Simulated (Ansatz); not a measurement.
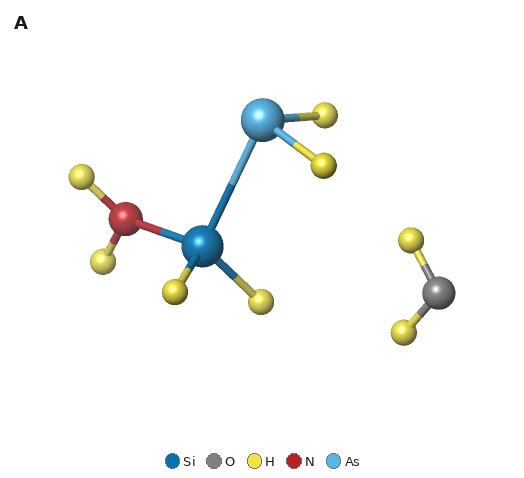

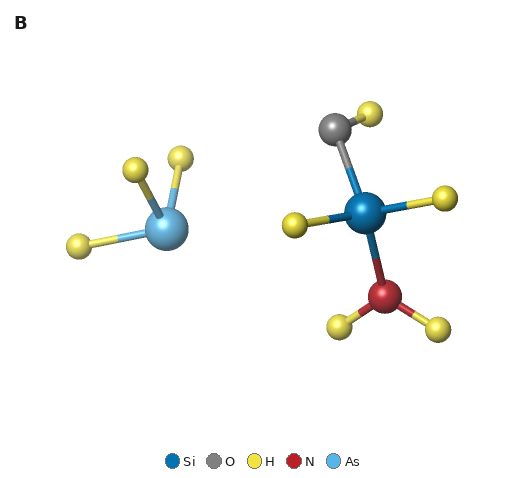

2 stationary structures of one formula. Geometries: PBE0-D4/def2-TZVP. Electronic energies: r2SCAN0-D4/def2-TZVPP (Ansatz 0.2.0), without zero-point energy. Each is one conformer, not always the lowest.

**Which structure is the most stable?**

B is lowest (a minimum); A lies 19.6 kcal/mol above it (a minimum).

Give E(B) − E(A) in kcal/mol at these levels too: r2SCAN-D4/def2-TZVPP; RHF-MP2 (frozen core)/def2-QZVPP; ωB97M-V/def2-TZVPP; CAM-B3LYP-D4/def2-TZVPP; B3LYP-D4/6-31G; PBE0-D4/def2-TZVPP; RHF-CCSD(T) (frozen core)/def2-SVP; RHF/STO-3G.

```csv
level,E(B) − E(A) (kcal/mol)
r2SCAN-D4/def2-TZVPP,−19.4
RHF-MP2 (frozen core)/def2-QZVPP,−19.7
ωB97M-V/def2-TZVPP,−20.6
CAM-B3LYP-D4/def2-TZVPP,−22.3
B3LYP-D4/6-31G,−14.6
PBE0-D4/def2-TZVPP,−17.2
RHF-CCSD(T) (frozen core)/def2-SVP,−20.2
RHF/STO-3G,−12.1
```
